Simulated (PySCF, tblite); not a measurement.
**C₄H₉BOS: geometry, infrared bands and NMR shifts**

Wanted: the infrared bands and NMR shifts of C₄H₉BOS (`CCB1OCCS1`), by calculation.

The runs use tblite 0.8.0 and PySCF 2.14.0, with density-fitted response routines of our own; the level of theory stands in each step. All values are computed, except where a source is named. Atoms are numbered from 0 throughout.

### 1 The starting structure

16 atoms, charge 0, multiplicity 1; geometry from: force field or distance geometry start.

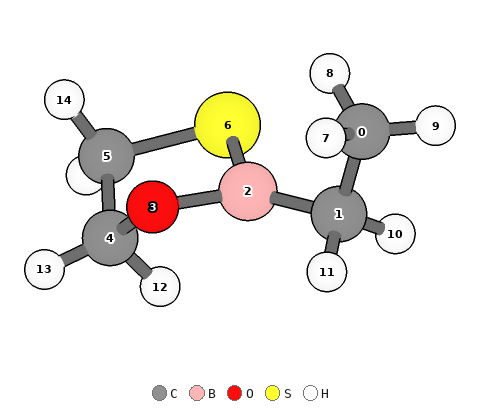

The starting geometry (carbon grey, boron pink, oxygen red, sulfur yellow, hydrogen white), atoms numbered; sticks join atoms by distance.

### 2 Geometry optimisation with GFN2-xTB

What the job is given:

```
{"job": {"kind": "relax", "xc": "GFN2-xTB", "basis": "xTB"}, "charge": 0, "multiplicity": 1}
C      2.607700     0.036300     0.420800
C      1.518000    -0.892300    -0.128100
B      0.164000    -0.163500     0.086200
O     -0.770800    -0.168800     1.223300
C     -2.034400    -0.258600     0.632100
C     -2.275200     1.082700    -0.068700
S     -0.702700     1.137500    -1.017100
H      2.706600    -0.124600     1.511800
H      2.169700     1.056600     0.285300
H      3.518300    -0.117300    -0.146900
H      1.722800    -1.220600    -1.150400
H      1.538200    -1.804000     0.521400
H     -1.902900    -1.014100    -0.177400
H     -2.829200    -0.534300     1.312300
H     -2.288800     1.926900     0.670900
H     -3.149100     1.067200    -0.719400
```

On the command line:

```
OMP_NUM_THREADS=1 python probes_run.py task.json out
```

The driver reads the jobs from task.json and runs them one after another.

**Question.** This job is followed by: GFN2-xTB harmonic vibrations, gas phase; GIAO PBE0/pcSseg-1 NMR shielding, non-relativistic, gas phase. What will the session give for the following? strongest single infrared mode (GFN2-xTB); zero-point energy (GFN2-xTB); ¹³C shifts against TMS (PBE0/pcSseg-1); ¹H shifts against TMS (PBE0/pcSseg-1, means over atoms taken as alike); ¹¹B shifts against BF3·OEt2 (PBE0/pcSseg-1); ¹⁷O shifts against H2O (PBE0/pcSseg-1); ³³S shifts against CS2 (PBE0/pcSseg-1); surface potential, least and greatest.

**Answer**, as computed:

| quantity | value |
| --- | --- |
| strongest single infrared mode (GFN2-xTB) | 921 cm⁻¹, 160 km/mol |
| zero-point energy (GFN2-xTB) | 81.2 kcal/mol |
| ¹³C shifts against TMS (PBE0/pcSseg-1) | 74.9, 34.6, 13.5, 12.2 ppm |
| ¹H shifts against TMS (PBE0/pcSseg-1, means over atoms taken as alike) | 4.66, 3.17, 1.09, 1.07 ppm |
| ¹¹B shifts against BF3·OEt2 (PBE0/pcSseg-1) | 48.6 ppm |
| ¹⁷O shifts against H2O (PBE0/pcSseg-1) | 185.4 ppm |
| ³³S shifts against CS2 (PBE0/pcSseg-1) | -29 ppm |
| surface potential, least and greatest | -1.09 V and 1.02 V |

**Reading.** The optimisation took 66 steps and gained 1.387 eV; among the close pairs (by a distance rule), B2–O3 changed most, from 1.472 to 1.336 Å. The lowest mode is imaginary (35i cm⁻¹), so the xTB geometry is not a minimum. The strongest single mode, at 921 cm⁻¹, has its largest shares on B2, O3, H8 and H11 (the list is cut at 4 atoms). Unscaled tight-binding wavenumbers are off by several per cent, some by more. Its intensities can rank the bands wrongly. The most deshielded carbon is C4 (sp3 CH2 bonded to O), at 74.9 ppm: deshielded by the electronegative neighbour. H12, H13 (mean) (hydrogen on an sp3 CH2 bonded to O) lies farthest downfield among hydrogen, at 4.66 ppm; its carbon carries O, which withdraws density. At PBE0/pcSseg-1: The largest span, 339 ppm, is at S6, where the paramagnetic term is -527 ppm.
